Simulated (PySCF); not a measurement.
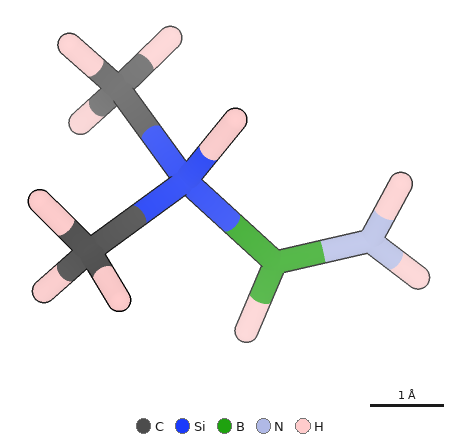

This is the input geometry for a relaxation of C2H10BNSi. A stick model, seen at a tilt.

The start comes from GFN2-xTB. Its atoms were then displaced at random by about 0.01 Å.

Theory: PBE0-D3(BJ)/def2-SVP geometry optimisation, gas phase (PySCF).

```xyz
15

C    -1.8046   -1.0034   -0.2966
Si   -0.2775   -0.0757    0.3498
C    -0.6588    1.7992    0.1586
B     1.4361   -0.5822   -0.5505
N     2.5739   -0.6841    0.1636
H    -2.7303   -0.6411    0.2029
H    -1.9535   -0.8028   -1.3636
H    -1.7306   -2.0464   -0.1639
H    -0.2811   -0.3016    1.8438
H    -1.5902    2.0695    0.6301
H     0.1243    2.3992    0.6495
H    -0.6749    2.0930   -0.8724
H     1.4651   -0.8016   -1.7086
H     3.4542   -0.9177   -0.2160
H     2.6324   -0.5217    1.1661
```

Where does the relaxation end?

Answer. The energy falls by 0.204 eV in 9 geometry steps. The atom that moves furthest after the best rigid fit is H15 (0.51 Å). Largest moves by element: H 0.51 Å, N 0.22 Å, B 0.16 Å, Si 0.14 Å, C 0.12 Å. Some distances before and after: C1–H8 1.054 → 1.101 Å, B4–N5 1.347 → 1.390 Å, B4–H13 1.179 → 1.216 Å, Si2–C3 1.923 → 1.892 Å. Bond angles that change, for instance: B4–Si2–H9 114.1° → 109.9°, C3–Si2–H9 104.1° → 107.9°, C1–Si2–B4 114.3° → 110.8°. Groups turn about Si2–B4 by about 20°. The run took 58 s on 1 thread of Arm Neoverse V1 (shared host).

Final geometry:

```xyz
15

C    -1.7227   -1.0145   -0.2526
Si   -0.3012    0.0564    0.3894
C    -0.7353    1.8775    0.1166
B     1.4348   -0.4277   -0.5290
N     2.5298   -0.8985    0.1859
H    -2.6760   -0.7382    0.2251
H    -1.8376   -0.8870   -1.3408
H    -1.5422   -2.0828   -0.0560
H    -0.1791   -0.1741    1.8760
H    -1.6821    2.1370    0.6162
H     0.0491    2.5438    0.5073
H    -0.8504    2.0872   -0.9589
H     1.5634   -0.3224   -1.7333
H     3.4111   -1.1522   -0.2445
H     2.5231   -1.0220    1.1913
```

After the run, drawn alike:

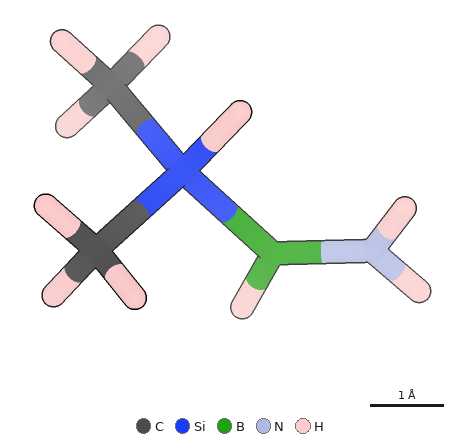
